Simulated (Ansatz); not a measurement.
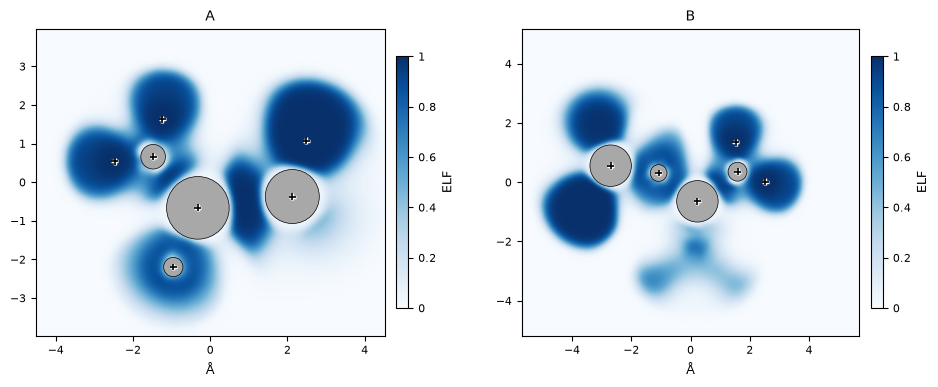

The ELF of 2 systems, each on a plane through atoms (crosses mark nuclei in the plane; grey discs cover the cores).

All numbers below come from RHF/def2-SVP (Ansatz 0.2.0).

System 1: AlFH₅NSi, the plane of atoms Al2, N1 and H5. 

```yaml
atoms:
  - { symbol: N, position_ang: [0.6005, 1.8094, -0.7369] }
  - { symbol: Al, position_ang: [0.7543, 0.0756, -0.4801] }
  - { symbol: F, position_ang: [2.0822, -0.6519, -1.1585] }
  - { symbol: Si, position_ang: [-0.8519, -1.2887, 0.7942] }
  - { symbol: H, position_ang: [-0.1442, 2.3831, -0.3896] }
  - { symbol: H, position_ang: [1.2497, 2.3712, -1.2552] }
  - { symbol: H, position_ang: [-1.4640, -2.3353, -0.0656] }
  - { symbol: H, position_ang: [-0.1893, -1.9667, 1.9388] }
  - { symbol: H, position_ang: [-1.9487, -0.4430, 1.3358] }
```

System 2: CH₇NO₂Si₂ (SMILES N[Si]1(O[SiH3])CO1), the plane of atoms N1, Si2 and O3. 

```csv
atom,x (Å),y (Å),z (Å)
N,-1.5286,0.8592,-1.4343
Si,-0.6301,0.4322,-0.0768
O,0.5448,-0.5684,-0.5691
Si,1.7383,-1.6682,-0.2708
C,-0.5219,1.3513,1.4668
O,-1.3771,0.1405,1.3459
H,-1.2923,0.5494,-2.3545
H,-2.3736,1.3912,-1.3940
H,2.7296,-1.5870,-1.3625
H,2.3987,-1.3648,1.0172
H,1.1645,-3.0284,-0.2247
H,-1.1084,2.2423,1.6786
H,0.2765,1.2161,2.1929
```

Which map belongs to which system?

Panel A is system 1, AlFH₅NSi: the plane holds N, Al, F, Si and H. Al–F (1.66 Å): the ELF peaks at about 0.85 in the valence shell of F, 0.6 Å from its nucleus, and is about 0.30 at the midpoint. Panel B is system 2, CH₇NO₂Si₂: the plane holds N, Si, O and H. Si–O (1.62 Å): the ELF peaks at about 0.90 between the atoms, as expected for a polar covalent bond.
